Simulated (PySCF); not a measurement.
# C6H5NO: the cost of one run

Programs: PySCF 2.14.0, with routines of our own; each step states its level. All values are computed. Atoms count from 0.

## Step 1: The system as given

13 atoms, charge 0, multiplicity 1; geometry from: GFN2-xTB.

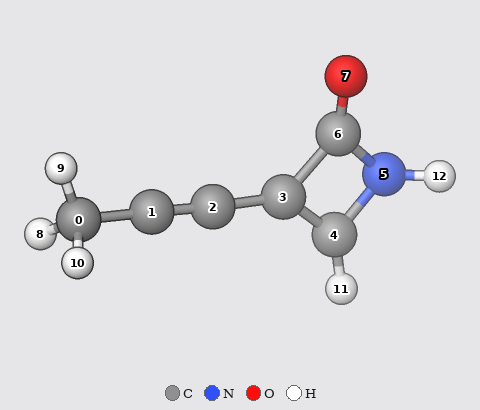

The starting geometry (carbon grey, nitrogen blue, oxygen red, hydrogen white).

## Step 2: Magnetic properties: GIAO PBE/pcSseg-1

Job settings and geometry (Å):

```
{"job": {"kind": "mag", "xc": "PBE", "basis": "pcSseg-1", "isotopologues": 2}, "charge": 0, "multiplicity": 1}
C     -3.065530     0.298651     0.596343
C     -1.658582     0.133929     0.326153
C     -0.486854    -0.025344     0.087035
C      0.875753    -0.149165    -0.139014
C      1.730936    -0.976098    -0.776569
N      2.889870    -0.158225    -0.565399
C      2.100505     0.670269     0.260855
O      2.379718     1.561516     0.995149
H     -3.624179     0.341540    -0.338908
H     -3.231308     1.221564     1.151509
H     -3.433216    -0.540872     1.186892
H      1.692041    -1.900821    -1.316864
H      3.826457    -0.476458    -0.363500
```

Method: GIAO PBE/pcSseg-1 magnetisability, rotational g tensor and spin-rotation constants, non-relativistic, gas phase.

The run is started by

```bash
OMP_NUM_THREADS=1 python excited_run.py task.json out
```

The driver reads the jobs from task.json and runs them one after another.

Q: Estimate the wall time and peak memory of this first job on 1 thread of Intel Xeon Platinum 8175M at 2.50GHz, shared host.

About 63 s, with a peak of 0.51 GiB.
